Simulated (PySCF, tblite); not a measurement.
# C4H7FO: a rotation path, then NMR shifts on frames, part 2 of 2

tblite 0.8.0 and PySCF 2.14.0. Atoms count from 0. The steps go on from the part before.

## Step 5: Nuclear shieldings: image 4, PBE0/pcSseg-1

What the job is given:

```
{"job": {"kind": "nmr", "xc": "PBE0", "basis": "pcSseg-1", "pop": false}, "charge": 0, "multiplicity": 1}
C     -1.716800     0.135700    -0.070200
C     -0.416300    -0.646200     0.057400
C      0.762900     0.254800     0.465200
F      1.266700    -0.135600     1.689200
C      1.885400     0.234700    -0.546100
O      1.752700     0.494700    -1.706300
H     -2.538000    -0.538100    -0.300000
H     -1.948000     0.655400     0.856900
H     -1.634500     0.867900    -0.869300
H     -0.517000    -1.422900     0.817200
H     -0.185900    -1.133700    -0.891900
H      0.425500     1.293200     0.592400
H      2.858800    -0.059400    -0.112300
```

Method: GIAO PBE0/pcSseg-1 NMR shielding, non-relativistic, gas phase.

What it wrote:

```text
coarse grid: 10856 points
cycle   1  E = -331.0888498626  dE =  7.084e-01  |g| = 8.714e-01  |ddm| = 3.005e+00
cycle   2  E = -330.6610245542  dE =  4.278e-01  |g| = 1.738e+00  |ddm| = 1.934e+00
cycle   3  E = -331.2274305278  dE = -5.664e-01  |g| = 1.757e-01  |ddm| = 1.486e+00
cycle   4  E = -331.2327629618  dE = -5.332e-03  |g| = 7.482e-02  |ddm| = 1.688e-01
cycle   5  E = -331.2336304649  dE = -8.675e-04  |g| = 1.573e-02  |ddm| = 5.210e-02
cycle   6  E = -331.2336756850  dE = -4.522e-05  |g| = 5.456e-03  |ddm| = 1.340e-02
cycle   7  E = -331.2336814034  dE = -5.718e-06  |g| = 1.246e-03  |ddm| = 4.433e-03
final grid: 105248 points
cycle   8  E = -331.2868314105  dE = -1.931e-05  |g| = 1.277e-02  |ddm| = 2.239e-02
cycle   9  E = -331.2867588574  dE =  7.255e-05  |g| = 2.356e-02  |ddm| = 2.351e-02
cycle  10  E = -331.2868628363  dE = -1.040e-04  |g| = 2.505e-03  |ddm| = 1.588e-02
cycle  11  E = -331.2868641801  dE = -1.344e-06  |g| = 2.578e-04  |ddm| = 1.802e-03
cycle  12  E = -331.2868641872  dE = -7.105e-09  |g| = 1.488e-04  |ddm| = 2.704e-04
cycle  13  E = -331.2868641904  dE = -3.248e-09  |g| = 2.332e-05  |ddm| = 9.758e-05
cycle  14  E = -331.2868641905  dE = -1.028e-10  |g| = 6.747e-06  |ddm| = 2.498e-05
converged SCF energy = -331.2868641905

GIAO shielding tensors (ppm)
atom      isotropic    diamagn.    paramagn.     s11        s22        s33       span
  0 C      169.759     247.454     -77.695    155.018    168.536    185.722     30.704
  1 C      153.545     248.446     -94.901    126.533    157.407    176.695     50.162
  2 C       84.720     247.995    -163.275     63.916     83.458    106.786     42.870
  3 F      387.887     473.003     -85.116    330.772    396.010    436.881    106.109
  4 C      -28.170     247.992    -276.162   -115.467    -46.029     76.984    192.451
  5 O     -357.887     400.139    -758.026  -1015.111   -443.142    384.593   1399.704
  6 H       30.460      28.817       1.643     26.163     27.498     37.719     11.555
  7 H       30.455      29.981       0.474     26.421     28.940     36.004      9.583
  8 H       30.495      30.358       0.137     26.234     28.892     36.358     10.123
  9 H       29.853      30.887      -1.034     25.585     29.401     34.572      8.987
 10 H       29.764      31.605      -1.841     26.437     29.178     33.677      7.241
 11 H       27.278      31.165      -3.887     23.766     28.068     29.999      6.232
 12 H       21.259      27.190      -5.931     18.529     20.994     24.252      5.723
```

Wall time 9.4 s (1 thread of Arm Neoverse V2, shared host); peak memory 0.7 GiB.

Key values: δ C4 215.1, C2 102.2, C1 33.4, C0 17.2, H12 10.46, H11 4.44 ppm.

## Step 6: Nuclear shieldings: image 6, PBE0/pcSseg-1

What the job is given:

```
{"job": {"kind": "nmr", "xc": "PBE0", "basis": "pcSseg-1", "pop": false}, "charge": 0, "multiplicity": 1}
C     -1.624200     0.153600    -0.212300
C     -0.425900    -0.693100     0.192500
C      0.782500     0.179800     0.567200
F      1.473300    -0.388800     1.618100
C      1.737500     0.357900    -0.589300
O      1.439500     0.806900    -1.657200
H     -2.477700    -0.485600    -0.422400
H     -1.897000     0.838600     0.587700
H     -1.392600     0.733000    -1.101600
H     -0.671900    -1.304200     1.062400
H     -0.152300    -1.366900    -0.622200
H      0.443800     1.164100     0.919200
H      2.760600     0.005200    -0.359800
```

Level: GIAO PBE0/pcSseg-1 NMR shielding, non-relativistic, gas phase.

What it wrote:

```text
coarse grid: 10856 points
cycle   1  E = -331.0914794427  dE =  7.095e-01  |g| = 8.685e-01  |ddm| = 3.007e+00
cycle   2  E = -330.6674565913  dE =  4.240e-01  |g| = 1.731e+00  |ddm| = 1.924e+00
cycle   3  E = -331.2289807582  dE = -5.615e-01  |g| = 1.753e-01  |ddm| = 1.477e+00
cycle   4  E = -331.2342816567  dE = -5.301e-03  |g| = 7.382e-02  |ddm| = 1.670e-01
cycle   5  E = -331.2351201285  dE = -8.385e-04  |g| = 1.552e-02  |ddm| = 5.062e-02
cycle   6  E = -331.2351638662  dE = -4.374e-05  |g| = 5.501e-03  |ddm| = 1.328e-02
cycle   7  E = -331.2351697336  dE = -5.867e-06  |g| = 1.198e-03  |ddm| = 4.521e-03
final grid: 105248 points
cycle   8  E = -331.2888463938  dE = -1.769e-05  |g| = 1.345e-02  |ddm| = 2.231e-02
cycle   9  E = -331.2887633455  dE =  8.305e-05  |g| = 2.510e-02  |ddm| = 2.465e-02
cycle  10  E = -331.2888809699  dE = -1.176e-04  |g| = 2.490e-03  |ddm| = 1.672e-02
cycle  11  E = -331.2888823120  dE = -1.342e-06  |g| = 2.721e-04  |ddm| = 1.818e-03
cycle  12  E = -331.2888823203  dE = -8.262e-09  |g| = 1.519e-04  |ddm| = 2.908e-04
cycle  13  E = -331.2888823237  dE = -3.393e-09  |g| = 2.147e-05  |ddm| = 9.970e-05
cycle  14  E = -331.2888823238  dE = -8.583e-11  |g| = 6.857e-06  |ddm| = 2.263e-05
converged SCF energy = -331.2888823238

GIAO shielding tensors (ppm)
atom      isotropic    diamagn.    paramagn.     s11        s22        s33       span
  0 C      172.121     248.064     -75.943    158.466    171.784    186.114     27.647
  1 C      155.008     248.332     -93.324    128.362    163.598    173.064     44.701
  2 C       86.334     249.134    -162.799     61.723     82.973    114.308     52.585
  3 F      384.209     472.806     -88.597    329.324    390.301    433.001    103.677
  4 C      -27.607     247.517    -275.123   -113.922    -45.193     76.295    190.217
  5 O     -352.319     400.445    -752.764  -1003.460   -438.165    384.668   1388.129
  6 H       30.488      28.938       1.550     26.164     27.603     37.698     11.534
  7 H       30.714      30.278       0.437     26.766     28.923     36.454      9.688
  8 H       30.311      30.527      -0.217     25.400     28.942     36.590     11.190
  9 H       29.908      30.868      -0.960     25.101     29.492     35.131     10.030
 10 H       29.864      31.383      -1.518     26.697     29.211     33.685      6.989
 11 H       27.218      31.168      -3.951     23.005     28.145     30.503      7.498
 12 H       21.226      27.245      -6.019     18.604     20.833     24.243      5.639
```

Wall time 9.3 s (1 thread of Arm Neoverse V2, shared host); peak memory 0.7 GiB.

Key values: δ C4 214.5, C2 100.6, C1 31.9, C0 14.8, H12 10.49, H11 4.50 ppm.

## Step 7: NMR shieldings: image 8, PBE0/pcSseg-1

What the job is given:

```
{"job": {"kind": "nmr", "xc": "PBE0", "basis": "pcSseg-1", "pop": false}, "charge": 0, "multiplicity": 1}
C     -1.515300     0.127400    -0.347200
C     -0.434200    -0.697200     0.335200
C      0.809200     0.147100     0.654400
F      1.635300    -0.562900     1.501600
C      1.569100     0.462000    -0.610400
O      1.223200     1.259300    -1.433200
H     -2.353600    -0.510200    -0.614400
H     -1.875200     0.912200     0.314200
H     -1.129400     0.590200    -1.251900
H     -0.803300    -1.105900     1.278300
H     -0.136400    -1.534600    -0.300100
H      0.525800     1.066000     1.183300
H      2.480400    -0.152800    -0.727700
```

Method: GIAO PBE0/pcSseg-1 NMR shielding, non-relativistic, gas phase.

What it wrote:

```text
coarse grid: 10856 points
cycle   1  E = -331.0960272782  dE =  7.107e-01  |g| = 8.623e-01  |ddm| = 3.003e+00
cycle   2  E = -330.6828156145  dE =  4.132e-01  |g| = 1.713e+00  |ddm| = 1.854e+00
cycle   3  E = -331.2311872987  dE = -5.484e-01  |g| = 1.755e-01  |ddm| = 1.413e+00
cycle   4  E = -331.2365383165  dE = -5.351e-03  |g| = 7.291e-02  |ddm| = 1.660e-01
cycle   5  E = -331.2373584294  dE = -8.201e-04  |g| = 1.548e-02  |ddm| = 4.933e-02
cycle   6  E = -331.2374017837  dE = -4.335e-05  |g| = 5.496e-03  |ddm| = 1.323e-02
cycle   7  E = -331.2374076277  dE = -5.844e-06  |g| = 1.180e-03  |ddm| = 4.503e-03
final grid: 105248 points
cycle   8  E = -331.2910597417  dE = -1.554e-05  |g| = 1.307e-02  |ddm| = 1.982e-02
cycle   9  E = -331.2909800663  dE =  7.968e-05  |g| = 2.451e-02  |ddm| = 2.334e-02
cycle  10  E = -331.2910925986  dE = -1.125e-04  |g| = 2.392e-03  |ddm| = 1.582e-02
cycle  11  E = -331.2910938241  dE = -1.226e-06  |g| = 2.775e-04  |ddm| = 1.748e-03
cycle  12  E = -331.2910938329  dE = -8.795e-09  |g| = 1.485e-04  |ddm| = 3.024e-04
cycle  13  E = -331.2910938362  dE = -3.241e-09  |g| = 2.142e-05  |ddm| = 9.807e-05
cycle  14  E = -331.2910938362  dE = -8.311e-11  |g| = 6.978e-06  |ddm| = 2.172e-05
converged SCF energy = -331.2910938362

GIAO shielding tensors (ppm)
atom      isotropic    diamagn.    paramagn.     s11        s22        s33       span
  0 C      178.082     248.744     -70.662    169.259    177.753    187.235     17.976
  1 C      157.981     248.395     -90.414    134.532    165.738    173.673     39.141
  2 C       87.837     248.964    -161.128     62.945     81.074    119.491     56.547
  3 F      390.329     472.435     -82.106    355.747    395.768    419.472     63.726
  4 C      -24.203     248.632    -272.835   -106.929    -43.937     78.256    185.185
  5 O     -362.924     399.951    -762.874  -1031.451   -433.885    376.565   1408.016
  6 H       30.718      29.116       1.602     26.057     28.046     38.050     11.993
  7 H       30.946      30.405       0.541     26.869     28.600     37.370     10.502
  8 H       30.394      30.863      -0.469     24.989     29.601     36.592     11.604
  9 H       29.730      30.620      -0.890     24.987     29.053     35.149     10.163
 10 H       30.026      31.243      -1.217     25.988     29.432     34.658      8.670
 11 H       27.223      30.805      -3.582     22.960     28.824     29.886      6.925
 12 H       21.425      27.753      -6.329     18.922     20.962     24.391      5.469
```

It took 9.2 s on 1 thread of Arm Neoverse V2, shared host; peak memory 0.7 GiB.

This run: δ C4 211.1, C2 99.1, C1 28.9, C0 8.8, H12 10.29, H11 4.49 ppm.

## Step 8: Side by side: NMR shifts

Shifts (ppm) of some atoms, chosen among heavy atoms and hydrogens apart, with basis size and wall time:

```csv
frame,C2,C1,C0,H7,H8,F3,O5,functions,time
image 0,101.4,30.4,13.3,1.53,0.96,-233.3,699.5,137,10 s
image 2,103.1,32.4,16.3,1.44,1.08,-226.5,699.5,137,9.6 s
image 4,102.2,33.4,17.2,1.26,1.22,-216.9,694.0,137,9.4 s
image 6,100.6,31.9,14.8,1.00,1.41,-213.3,688.4,137,9.3 s
image 8,99.1,28.9,8.8,0.77,1.32,-219.4,699.0,137,9.2 s
```

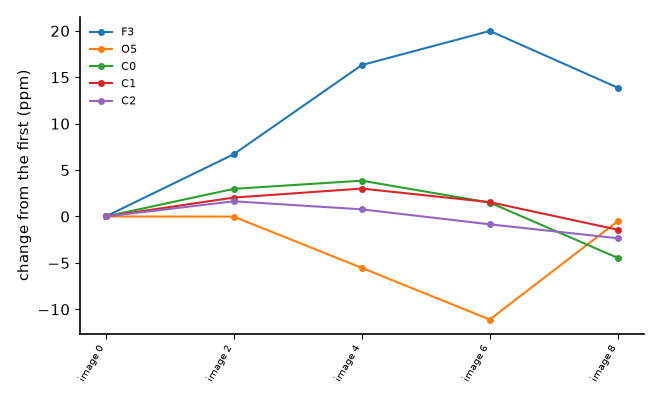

How five of the tabulated atoms move from run to run.

## Step 9: What came out

This closing draws on all 2 parts.

| quantity | value |
| --- | --- |
| barrier | 0.074 eV (1.7 kcal/mol) at image 4 |
| end to end (GFN2-xTB) | -0.004 eV |
| ¹³C shifts against TMS (PBE0/pcSseg-1, image 0) | 212.9, 101.4, 30.4, 13.3 ppm |
| ¹H shifts against TMS (PBE0/pcSseg-1, image 0) | 10.41, 4.57, 1.79, 1.68, 1.53, 1.27, 0.96 ppm |
| ¹⁹F shifts against CFCl3 (PBE0/pcSseg-1, image 0) | -233.3 ppm |
| ¹⁷O shifts against H2O (PBE0/pcSseg-1, image 0) | 699.5 ppm |
| range of the shift of F3 | -233.3 to -213.3 ppm |

In words: Along the band the dihedral turns by 102°, and the top (dihedral 117°) lies 1.7 kcal/mol above the start (GFN2-xTB, rough), so at room temperature this motion is fast. The top was not checked by a frequency run. Shifts at one fixed geometry are not the observed spectrum, which averages over the motion. In the first frame run (image 0): Shielding is most anisotropic at O5 (span 1423 ppm, paramagnetic term -762 ppm). In ppm, F3 moves most: its shift spreads over 20.0 ppm, from -233.3 (image 0) to -213.3 (image 6).
